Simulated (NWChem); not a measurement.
# One shape, several levels: CH3Cl2STa (SMILES [CH3][Ta](=[S])([Cl])[Cl])

Wanted: a comparison of 4 runs (HF/def2-SVP, HF/def2-TZVP, PBE/def2-SVP, PBE0/def2-SVP) of CH3Cl2STa. 

The results are computed with NWChem 7.3.0.

**1. The structure to begin with**

The species is CH3Cl2STa (8 atoms), meant as a singlet with charge 0. As SMILES, `[CH3][Ta](=[S])([Cl])[Cl]`. The shape is that of a PBE0-D4/def2-TZVP optimisation.

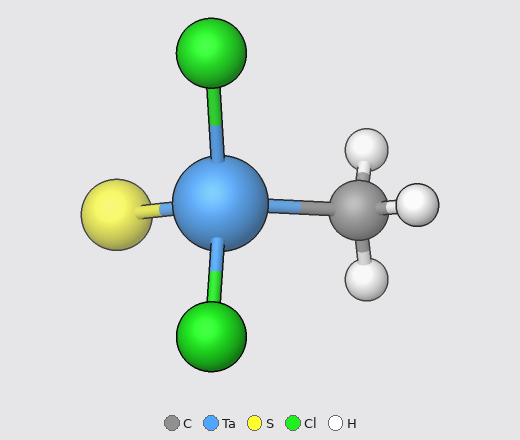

The structure, seen from a chosen angle (carbon grey, tantalum blue, sulfur yellow, chlorine green, hydrogen white).

**2. Energy and forces at HF/def2-SVP (core potential) (run 1)**

Input file run.xyz:

```xyz
8
CH3Cl2STa gradient
C     -0.763900    -0.250800     0.803100
Ta     0.660900     0.209300    -0.701400
S      2.339800    -1.024200    -0.199500
Cl    -0.253800    -0.419500    -2.693500
Cl     1.170100     2.420900    -0.476000
H     -1.019000    -1.314900     0.785000
H     -0.369400    -0.016900     1.796700
H     -1.672400     0.339100     0.629700
```

Input file run.py:

```python
from ase.io import read
from ase.calculators.nwchem import NWChem

molecule = read('run.xyz')

calc = NWChem(
    label='run',
    theory='scf',
    memory='2200 mb',
    basis='def2-SVP',
    basispar='spherical bse',
    scf={'nopen': '0', 'rhf': None, 'thresh': '1e-08', 'maxiter': '80'},
    **{'ecp bse': {'Ta library': 'def2-SVP'}},
)
molecule.calc = calc

forces = molecule.get_forces()
print("Total energy (eV):", round(molecule.get_potential_energy(), 6))
print("forces (eV/A):")
for s, f in zip(molecule.symbols, forces):
    print(f"{s:2s} {f[0]:10.5f} {f[1]:10.5f} {f[2]:10.5f}")
print("dipole (e A):", molecule.get_dipole_moment().round(4))
```

Launch:

```
export ASE_NWCHEM_COMMAND="nwchem PREFIX.nwi > PREFIX.nwo"
python run.py
```

The program printed:

```text
Total energy (eV): -38429.906038
forces (eV/A):
C    -0.27480   -0.07060    0.26344
Ta    0.66221   -0.61156    0.36319
S    -0.03985    0.02725   -0.00936
Cl   -0.38371   -0.16440   -0.68011
Cl    0.09390    0.78671    0.06428
H    -0.02170    0.04402   -0.00432
H    -0.03666    0.01219   -0.02695
H     0.00062   -0.02365    0.02982
dipole (e A): [-0.5238  0.1551  0.1373]
```

The calculator wrote run.nwi:

```
title "run"

permanent_dir run

scratch_dir run

start run

geometry units angstrom nocenter noautosym noautoz
  C  -7.6390000000000002e-01 -2.5080000000000002e-01 8.0310000000000004e-01
  Ta 6.6090000000000004e-01 2.0930000000000001e-01 -7.0140000000000002e-01
  S  2.3397999999999999e+00 -1.0242000000000000e+00 -1.9950000000000001e-01
  Cl -2.5380000000000003e-01 -4.1949999999999998e-01 -2.6934999999999998e+00
  Cl 1.1700999999999999e+00 2.4209000000000001e+00 -4.7599999999999998e-01
  H  -1.0189999999999999e+00 -1.3149000000000000e+00 7.8500000000000003e-01
  H  -3.6940000000000001e-01 -1.6899999999999998e-02 1.7967000000000000e+00
  H  -1.6724000000000001e+00 3.3910000000000001e-01 6.2970000000000004e-01
end

memory 2200 mb

basis spherical bse noprint
   * library def2-SVP
end

scf
  nopen 0
  rhf
  thresh 1e-08
  maxiter 80
end
ecp bse
  Ta library def2-SVP
end

task scf gradient
```

run.nwo, shortened:

```text
[...]
      One-electron energy =  -2714.842013209621
[... 1 line left out ...]
 Nuclear repulsion energy =    375.174628584541
[... 54 lines left out ...]
                       ROHF Final Molecular Orbital Analysis
[... 306 lines left out ...]
     1   1 0 0     -0.989789      0.000000    101.972260
[...]
  wavefunction    =   RHF
                         RHF ENERGY GRADIENTS
    atom               coordinates                        gradient
                 x          y          z           x          y          z
   1 C      -1.443562  -0.473943   1.517639    0.005344   0.001373  -0.005123
   2 Ta      1.248920   0.395520  -1.325454   -0.012878   0.011893  -0.007063
   3 S       4.421581  -1.935457  -0.377000    0.000775  -0.000530   0.000182
[... 4 lines of this table left out ...]
   8 H      -3.160378   0.640806   1.189960   -0.000012   0.000460  -0.000580
[...]
```

Run time: 65 s. Hardware: 1 thread of Intel Xeon Platinum 8375C at 2.90GHz (Ice Lake), shared host; peak memory 0.11 GiB.

**3. Energy and forces at HF/def2-TZVP (core potential) (run 2)**

Input file nw.nw:

```
START nw
TITLE "CH3Cl2STa hf"
memory total 2200 mb
GEOMETRY units angstroms noautosym nocenter noautoz
   C     -0.763900    -0.250800     0.803100
   Ta     0.660900     0.209300    -0.701400
   S      2.339800    -1.024200    -0.199500
   Cl    -0.253800    -0.419500    -2.693500
   Cl     1.170100     2.420900    -0.476000
   H     -1.019000    -1.314900     0.785000
   H     -0.369400    -0.016900     1.796700
   H     -1.672400     0.339100     0.629700
END
BASIS spherical bse
   * library def2-TZVP
END
ECP bse
   Ta library def2-TZVP
END
SCF
   thresh 1e-08
   maxiter 80
END
TASK scf gradient
```

Launch:

```
nwchem nw.nw > nw.out
```

The program printed:

```text
[...]
  functions       =   200
[...]
  wavefunction    = RHF
[...]
         Total SCF energy =  -1412.787868340772
      One-electron energy =  -2715.975136187676
      Two-electron energy =    928.012639262362
 Nuclear repulsion energy =    375.174628584542
        Time for solution =    244.2s
[...]
                         RHF ENERGY GRADIENTS
    atom               coordinates                        gradient
                 x          y          z           x          y          z
   1 C      -1.443562  -0.473943   1.517639    0.009460   0.002311  -0.008972
   2 Ta      1.248920   0.395520  -1.325454   -0.013981   0.010416  -0.004459
   3 S       4.421581  -1.935457  -0.377000    0.001046  -0.001235   0.000911
   4 Cl     -0.479612  -0.792740  -5.089977    0.005488   0.001074   0.008960
   5 Cl      2.211168   4.574838  -0.899510   -0.000329  -0.010500  -0.000110
   6 H      -1.925631  -2.484801   1.483435   -0.000715  -0.005969   0.000103
   7 H      -0.698065  -0.031936   3.395271    0.002631   0.000749   0.005298
   8 H      -3.160378   0.640806   1.189960   -0.003600   0.003153  -0.001731
[...]
```

Wall time 5.3 min (1 thread of Intel Xeon Platinum 8375C at 2.90GHz (Ice Lake), shared host); peak memory 0.12 GiB.

Run 3 isn't shown in full; the table further down has it.

**4. Energy and gradient at PBE0/def2-SVP (core potential) (run 4)**

Input file mol.nw:

```
echo
start mol
memory total 2200 mb
charge 0

geometry noautosym nocenter noautoz
  C     -0.763900    -0.250800     0.803100
  Ta     0.660900     0.209300    -0.701400
  S      2.339800    -1.024200    -0.199500
  Cl    -0.253800    -0.419500    -2.693500
  Cl     1.170100     2.420900    -0.476000
  H     -1.019000    -1.314900     0.785000
  H     -0.369400    -0.016900     1.796700
  H     -1.672400     0.339100     0.629700
end

basis "ao basis" spherical bse
  * library def2-SVP
end

ecp bse
  Ta library def2-SVP
end

dft
  xc pbe0
  grid fine
  convergence energy 1e-08
  iterations 100
  mulliken
end

task dft gradient
```

Launch:

```
nwchem mol.nw > mol.out
```

The program printed:

```text
[...]
          Wavefunction type:  closed shell.
          No. of atoms     :     8
          No. of electrons :    72
[...]
          Charge           :     0
          Spin multiplicity:     1
[...]
          AO basis - number of functions:   115
[...]
              XC Information
              --------------
                         PBE0 Method XC Functional
                     Hartree-Fock (Exact) Exchange  0.250
          PerdewBurkeErnzerhof Exchange Functional  0.750
            Perdew 1991 LDA Correlation Functional  1.000 local
           PerdewBurkeErnz. Correlation Functional  1.000 non-local
[...]
 d= 0,ls=0.0,diis     1  -1414.4689932557 -1.79D+03  4.00D-02  1.94D+00     6.7
[...]
 d= 0,ls=0.0,diis    12  -1414.7762690822 -4.71D-10  1.55D-07  1.79D-10    53.6
         Total DFT energy =    -1414.776269082161
      One electron energy =    -2716.214983177455
           Coulomb energy =     1021.229467739838
    Exchange-Corr. energy =      -94.965382229086
 Nuclear repulsion energy =      375.174628584542
[...]
      Total Density - Mulliken Population Analysis
     ---------------------------------------------
    Atom       Charge   Shell Charges
 -----------   ------   -------------------------------------------------------
    1 C    6     6.50   1.99  0.87  0.37  2.11  1.15  0.02
    2 Ta  13    12.26   0.04 -0.33  1.85  0.46  0.58 -0.03  5.54  0.57  0.24  2.68  0.54  0.12
    3 S   16    16.20   2.00  1.99  1.26  0.68  5.93  1.78  2.53  0.03
    4 Cl  17    17.20   2.00  1.99  1.26  0.70  5.93  2.14  3.16  0.02
    5 Cl  17    17.20   2.00  1.99  1.26  0.70  5.93  2.14  3.16  0.02
    6 H    1     0.87   0.71  0.13  0.03
    7 H    1     0.87   0.71  0.13  0.03
    8 H    1     0.89   0.72  0.15  0.03
[...]
  wavefunction    = closed shell
                         DFT ENERGY GRADIENTS
    atom               coordinates                        gradient
                 x          y          z           x          y          z
   1 C      -1.443562  -0.473943   1.517639   -0.004049  -0.001177   0.004182
   2 Ta      1.248920   0.395520  -1.325454    0.002599   0.000584  -0.002510
   3 S       4.421581  -1.935457  -0.377000   -0.002493   0.002053  -0.001028
   4 Cl     -0.479612  -0.792740  -5.089977    0.002033   0.002035   0.004552
   5 Cl      2.211168   4.574838  -0.899510   -0.001515  -0.005014  -0.000983
   6 H      -1.925631  -2.484801   1.483435    0.001290   0.005801   0.000049
   7 H      -0.698065  -0.031936   3.395271   -0.002224  -0.001185  -0.005436
   8 H      -3.160378   0.640806   1.189960    0.004360  -0.003097   0.001174
[...]
```

Run time: 70 s. Hardware: 1 thread of Intel Xeon Platinum 8375C at 2.90GHz (Ice Lake), shared host; peak memory 0.14 GiB.

**5. Overview of the runs**

```
run                           level  core potential  iteration cap   energy (Eh)  dipole moment (D)  HOMO energy (eV)  LUMO energy (eV)  wall time
  1    HF/def2-SVP (core potential)        def2-SVP             80  -1412.273010               2.71            -10.52              1.01       65 s
  2   HF/def2-TZVP (core potential)       def2-TZVP             80  -1412.787868               2.65            -10.42              1.08    5.3 min
  3   PBE/def2-SVP (core potential)        def2-SVP            100  -1414.712428               2.22             -6.82             -3.34       62 s
  4  PBE0/def2-SVP (core potential)        def2-SVP            100  -1414.776269               2.33             -8.02             -2.60       70 s
```

**6. Results**

| quantity | value |
| --- | --- |
| run 4: total energy | -1414.77627 Eh |
| run 4: dipole moment | 2.33 D |
| run 4: HOMO energy | -8.02 eV |
| run 4: LUMO energy | -2.60 eV |
| run 4: HOMO–LUMO gap | 5.42 eV |
| run 4: largest force on an atom | 0.308 eV/Å |

What this shows: The dipole moment (its size) runs from 2.22 D (PBE/def2-SVP) to 2.71 D (HF/def2-SVP). The HOMO–LUMO gap runs from 3.47 eV (PBE/def2-SVP) to 11.53 eV (HF/def2-SVP). Exact exchange widens orbital gaps. Totals of different functionals can't be ranked against each other. All runs together took 8.6 min, the longest 5.3 min.
